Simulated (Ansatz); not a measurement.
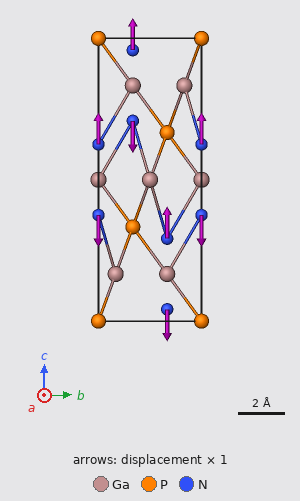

A relaxation of crystalline Ga$_{3}$PN$_{2}$ (a generated structure, set up in R-3m). The starting structure is drawn; purple arrows show the displacements (the part carried along by the change of the cell is left out), at their true length.

The picture is a ball-and-stick view of the conventional cell (3 times the calculation's cell), seen along the a axis. Lengths and directions refer to the drawn axes.

All numbers below come from Ansatz, DFT PBE, scalar-relativistic, plane waves, PAW.

The input:
```yaml
crystal:
  lattice:
    - [2.61388591, 1.50912773, 4.13990065]
    - [-2.61388591, 1.50912773, 4.13990065]
    - [0.0, -3.01825547, 4.13990065]
  atoms:
    - { symbol: Ga, position: [0.0, 0.5, 0.0] }
    - { symbol: Ga, position: [0.5, 0.0, 0.0] }
    - { symbol: Ga, position: [0.0, 0.0, 0.5] }
    - { symbol: P, position: [0.0, 0.0, 0.0] }
    - { symbol: "N", position: [0.62503999, 0.62503999, 0.62503999], spin: 1.91 }
    - { symbol: "N", position: [0.37496001, 0.37496001, 0.37496001], spin: 1.91 }
basis:
  ecutwfc: 420
kpoints:
  mp_grid: { grid: [12, 12, 12] }
hamiltonian:
  xc: pbe
scf:
  occupations: { method: gaussian, width: 0.1 }
output:
  forces: true
  stress: true
  eigenvalues: true
  populations: true
  write_density: true
  write_potential: true
  elf: true
  volumetric_format: npy
magnetization:
  spin_polarized: true
relax:
  adjacent_minimum: "off"
  f_tol: 0.01
  max_steps: 80
  cell: { stress_tol: 0.05 }
```

Run as
```bash
ansatz run input.yaml --threads 1 --pin off --max-ram 2560MiB --backend cpu --events-out ev --progress --plain --runs-dir out
```

Question: What happened in the run?

Answer: After 17 accepted moves (19 points after the start) the energy has fallen by 1120 meV per atom. The largest force component goes from 0.2 to under 0.0001 eV/Å. Pressure: 0.59 GPa at the start and 0.00 GPa at the end. At 2 points the geometry stayed and the basis and grid were re-selected for the new cell (energy shift of 8.3 meV per atom at most each time). The largest moves relative to the cell, 1.41 Å, are those of N5 and N6. N5 goes along +c. P and Ga stay in place. The volume changes by +14.9 %, with a = b 5.228 → 5.733 Å (+9.7 %), c 12.420 → 11.861 Å (−4.5 %). Some distances before and after: Ga1–N5 2.995 → 1.964 Å, Ga1–P4 2.562 → 2.578 Å. Bond angles that change, for instance: Ga1–P4–Ga2 61.4° → 67.6°, Ga1–P4–Ga2 118.6° → 112.4°. The space group stays R-3m (No. 166). The program noted that the starting moments weren't kept. The run took 32 min on 1 thread of AMD EPYC 7R43 64-Core Processor (Zen 3), on a shared host, peak memory 1.2 GiB.
